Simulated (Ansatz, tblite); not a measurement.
# GeEtBr3 (C₂H₅Br₃Ge): a ladder of methods and basis sets

How do method and basis change the picture of GeEtBr3 (C₂H₅Br₃Ge) (singlet)?

Computed with Ansatz 0.2.0, Gaussian basis. Level: as each input shows.

Levels to be run: GFN1-xTB, GFN2-xTB, PBE-D4/def2-TZVP, r2SCAN-D4/def2-TZVP, B97M-V/def2-TZVP, LC-ωPBE/def2-TZVP, BHLYP-D4/def2-TZVP, PBE+10HF/def2-SVP, PBE+15HF/def2-SVP, PBE+40HF/def2-SVP, PBE-D4/def2-SVP, PBE0-D4/def2-SVP, HF/STO-3G, HF/6-31G, B3LYP-D4/6-31G, MP2/def2-TZVP, RPA/def2-TZVP.

2 further runs of the same task are left out: 2 set aside as unsound or not needed.

## Step 1: The geometry

The singlet was relaxed beforehand with PBE-D4/def2-SVP.

11 atoms, charge 0, spin multiplicity 1.

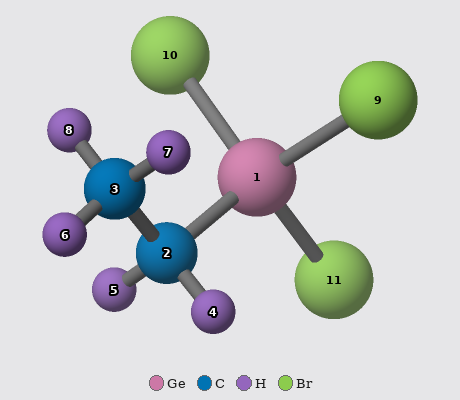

The geometry (germanium pink, carbon blue, hydrogen purple, bromine green); atoms are numbered from 1 in the order of the file.

PBE0-D4/def2-TZVP was run before; its log isn't repeated, and its numbers join the tables.

## Step 2: GFN1-xTB

Tight binding, by tblite at 300 K electronic temperature and without a spin-polarisation term:

```python
tblite.interface.Calculator('GFN1-xTB', numbers, positions, charge=0, uhf=0).singlepoint()
```

Energy -554.9251 eV, HOMO -11.43 eV, LUMO -6.87 eV; 0.01 s.

## Step 3: GFN2-xTB

Tight binding, by tblite at 300 K electronic temperature and without a spin-polarisation term:

```python
tblite.interface.Calculator('GFN2-xTB', numbers, positions, charge=0, uhf=0).singlepoint()
```

Energy -575.7470 eV, HOMO -12.07 eV, LUMO -7.83 eV; 0.01 s.

## Step 4: PBE-D4/def2-TZVP

start.molden holds the orbitals of an earlier run on this state, given as this run's starting guess.

in.yaml

```yaml
crystal:
  periodic: [false, false, false]
  atoms:
    - {symbol: Ge, position_ang: [-0.299255, -0.435767, -1.333638]}
    - {symbol: C, position_ang: [-0.262662, -0.423647, 0.632406]}
    - {symbol: C, position_ang: [0.509082, 0.763676, 1.204346]}
    - {symbol: H, position_ang: [0.177879, -1.400889, 0.920496]}
    - {symbol: H, position_ang: [-1.328780, -0.432067, 0.941355]}
    - {symbol: H, position_ang: [0.502585, 0.729161, 2.312609]}
    - {symbol: H, position_ang: [1.566851, 0.759974, 0.872873]}
    - {symbol: H, position_ang: [0.060328, 1.728838, 0.894713]}
    - {symbol: Br, position_ang: [1.866005, -0.515846, -2.182493]}
    - {symbol: Br, position_ang: [-1.315445, 1.500026, -2.131636]}
    - {symbol: Br, position_ang: [-1.476588, -2.273458, -2.131040]}
basis:
  gaussian: {orbitals: def2-TZVP, initial_orbitals: start.molden}
hamiltonian: {xc: pbe, dispersion: d4}
scf: {omitted_lower_state_checks: [starts]}
output: {orbitals: {seedname: orbitals}}
```

Run with:

```bash
ansatz run in.yaml --threads 2 --pin off --events-out ev --progress --plain --max-ram 22528MiB --backend cuda --devices 0, --max-vram 18GiB
```

Further steps of the session: r2SCAN-D4/def2-TZVP; B97M-V/def2-TZVP; LC-ωPBE/def2-TZVP; BHLYP-D4/def2-TZVP; PBE+10HF/def2-SVP; PBE+15HF/def2-SVP; PBE+40HF/def2-SVP; PBE-D4/def2-SVP; PBE0-D4/def2-SVP; HF/STO-3G; HF/6-31G; B3LYP-D4/6-31G; MP2/def2-TZVP; RPA/def2-TZVP.

Q: Predict the results of all the runs planned. Wanted: gap in def2-TZVP, named functionals, smallest and largest; gap over the share of exact exchange; correlation energy, MP2/def2-TZVP; binding an atom, functionals in def2-TZVP; PBE0 total energy, smallest basis above largest.

The runs gave:

| quantity | value |
| --- | --- |
| gap in def2-TZVP, named functionals, smallest and largest | 4.21 eV (PBE-D4), 11.22 eV (LC-ωPBE) |
| gap over the share of exact exchange | 4.23 eV at 0, 7.75 eV at 0.4 |
| correlation energy, MP2/def2-TZVP | -38.34 eV |
| binding an atom, functionals in def2-TZVP | 3.42 (BHLYP-D4) to 3.58 eV (PBE-D4) |
| PBE0 total energy, smallest basis above largest | 34.94 eV (def2-SVP, def2-TZVP) |

What this shows: Orbital gaps of the named functionals in def2-TZVP span 4.21 eV (PBE-D4) to 11.22 eV (LC-ωPBE); exact exchange widens it. Raising the share of exact exchange from 0 to 0.4 moves the HOMO by -2.19 eV and the LUMO by +1.33 eV.
